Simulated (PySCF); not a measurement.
# singlet [SiNH4]+ at 4 levels

Aim: a comparison of 4 runs (BCCD(T)/STO-6G, CCSDT(Q)/STO-6G, CCSDTQ/STO-6G, QCISD(T)/STO-6G) of singlet [SiNH4]+. Input form: a Python script.

The calculation is run with PySCF 2.14.0.

4 further runs of the same task are left out: 4 set aside as unsound or not needed.

### Step 1. The system as given

[SiNH4]+: 6 atoms, total charge +1, spin state singlet. As SMILES of the parent species, `N[SiH2]`. The coordinates come from a PBE0-D4/def2-TZVP relaxation. This is one conformer, not always the lowest. That shape belongs to the parent species and isn't relaxed for this state.

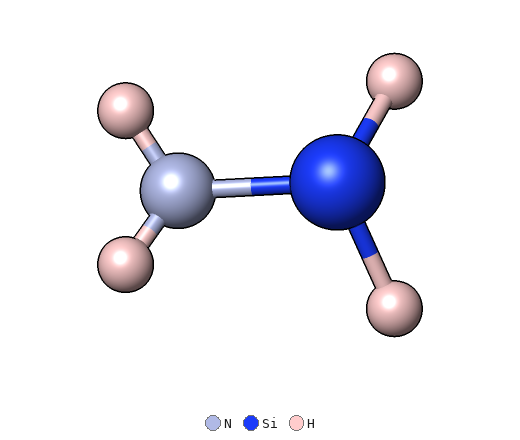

The structure, seen from a chosen angle (nitrogen light blue, silicon blue, hydrogen pink).

### Step 2. The energy at BCCD(T)/STO-6G (run 1)

mol.xyz reads:

```xyz
6

N     -0.062300    -0.863500     0.020900
Si     0.307400     0.815300     0.161600
H      0.565000    -1.475900    -0.476400
H     -0.503600    -1.346500     0.787600
H      0.657400     1.307800    -1.204100
H     -0.921600     1.498900     0.664300
```

calc.py reads:

```python
from pyscf import gto, cc
from pyscf.cc.bccd import bccd_kernel_

mol = gto.M(
    atom='mol.xyz',
    charge=1,
    basis='sto-6g',
    spin=0,
    max_memory=1860,
    verbose=3,
)

mf = mol.RHF()
mf.conv_tol = 1e-10
mf.kernel()
if not mf.converged:
    mf = mf.newton().run(mf.mo_coeff, mf.mo_occ)

mycc = cc.CCSD(mf, frozen=6).run()
mycc = bccd_kernel_(mycc, diis=True)
e_t = mycc.ccsd_t()
energy = mycc.e_tot + e_t
print(f'total energy: {energy:.8f} hartree')
```

Launch:

```sh
$ OMP_NUM_THREADS=1 python calc.py
```

The program printed:

```text
converged SCF energy = -344.255356132039
E(CCSD) = -344.4035577960154  E_corr = -0.1482016639759561
BCCD loop starts.

[... 22 lines left out ...]
CCSD converged
[... 24 lines left out ...]
CCSD converged
[... 24 lines left out ...]
CCSD converged
[... 20 lines left out ...]
CCSD converged
[... 3 lines left out ...]
total energy: -344.40855393 hartree
```

Wall time 1.4 s (1 thread of Arm Neoverse V1, shared host); peak memory 0.12 GiB.

### Step 3. The energy at CCSDT(Q)/STO-6G (run 2)

calc.py reads:

```python
from pyscf import gto, cc

molecule = gto.Mole()
molecule.atom = '''
N     -0.117730    -1.631779     0.039495
Si     0.580902     1.540694     0.305380
H      1.067695    -2.789047    -0.900266
H     -0.951666    -2.544516     1.488348
H      1.242306     2.471384    -2.275419
H     -1.741572     2.832510     1.255345
'''
molecule.basis = 'sto-6g'
molecule.charge = 1
molecule.verbose = 3
molecule.unit = 'bohr'
molecule.max_memory = 1860
molecule.build()

mf = molecule.RHF()
mf.conv_tol = 1e-10
mf.kernel()
if not mf.converged:
    mf = mf.newton().run(mf.mo_coeff, mf.mo_occ)

mycc = cc.CCSDT(mf, frozen=6)
mycc.kernel()
e_bracket, e_q = mycc.ccsdt_q()
e_tot = mycc.e_tot + e_q
print('Final energy', e_tot)
```

Launch:

```sh
$ OMP_NUM_THREADS=1 python calc.py
```

The program printed:

```text
converged SCF energy = -344.255356035716
_make_eris_incore_RCCSDT

WARN: A large `blksize` is being used, which may cause large memory consumption
      for storing contraction intermediates. If memory is sufficient, consider using
      `pyscf.cc.rccsdt_highm.RCCSDT` instead.

WARN: A large `blksize_oovv` is being used, which may cause large memory consumption
      for storing contraction intermediates. If memory is sufficient, consider using
      `pyscf.cc.rccsdt_highm.RCCSDT` instead.

WARN: A large `blksize_oooo` is being used, which may cause large memory consumption
      for storing contraction intermediates. If memory is sufficient, consider using
      `pyscf.cc.rccsdt_highm.RCCSDT` instead.

RCCSDT converged
E(RCCSDT) = -344.4102724561375   E_corr = -0.1549164204214228
E_corr(same-spin) = -0.0131495122081154
E_corr(oppo-spin) = -0.141766908213307
_make_eris_incore_RCCSDT
Final energy -344.4100241218091
```

Run time: 1.8 s. Hardware: 1 thread of Arm Neoverse V1, shared host; peak memory 0.12 GiB.

Run 3 isn't shown in full; the table further down has it.

### Step 4. A single-point energy at QCISD(T)/STO-6G (run 4)

job.py reads:

```python
from pyscf import gto, cc

mol = gto.M(
    atom='''
N   -0.062300  -0.863500   0.020900
Si   0.307400   0.815300   0.161600
H    0.565000  -1.475900  -0.476400
H   -0.503600  -1.346500   0.787600
H    0.657400   1.307800  -1.204100
H   -0.921600   1.498900   0.664300
''',
    charge=1,
    max_memory=1860,
    verbose=4,
    basis='sto-6g',
)

mf = mol.RHF()
mf.conv_tol = 1e-10
mf.kernel()
if not mf.converged:
    mf = mf.newton().run(mf.mo_coeff, mf.mo_occ)

mycc = cc.QCISD(mf, frozen=6)
mycc.kernel()
e_t = mycc.qcisd_t()
e_final = mycc.e_tot + e_t
print('E(%s) = %.9f' % ('QCISD(T)', e_final))
```

Launch:

```sh
$ OMP_NUM_THREADS=1 python job.py
```

The program printed:

```text
PySCF version 2.14.0

[... 60 lines left out ...]
converged SCF energy = -344.255356132039
[... 11 lines left out ...]
Init t2, MP2 energy = -344.36753756697  E_corr(MP2) -0.112181434930181
[... 12 lines left out ...]
QCISD converged
[... 2 lines left out ...]
E(QCISD(T)) = -344.410006978
```

It took 1.1 s on 1 thread of Arm Neoverse V1, shared host; peak memory 0.12 GiB.

### Step 5. The series

```tsv
run	level	energy (Eh)	correlation energy (mEh)	wall time
1	BCCD(T)/STO-6G	-344.408554	-153.2	1.4 s
2	CCSDT(Q)/STO-6G	-344.410024	-154.7	1.8 s
3	CCSDTQ/STO-6G	-344.409989	-154.6	28 s
4	QCISD(T)/STO-6G	-344.410007	-154.7	1.1 s
```

### Step 6. Results

| quantity | value |
| --- | --- |
| run 4: total energy | -344.41001 Eh |
| run 4: HOMO energy (Hartree–Fock orbitals) | -16.69 eV |
| run 4: LUMO energy (Hartree–Fock orbitals) | -4.17 eV |
| run 4: HOMO–LUMO gap (Hartree–Fock orbitals) | 12.51 eV |
| run 4: correlation energy (6 core orbitals frozen) | -154.7 mEh |
| run 4: (T) correction | -2.38 mEh |
| run 4: T1 diagnostic | 0.051 |

**Reading.** In run 4 the T1 diagnostic is large, so a single reference may not serve. In runs 1, 2, 3, 4 the basis is minimal, so the values are rough. All runs together took 32 s, the longest 28 s.
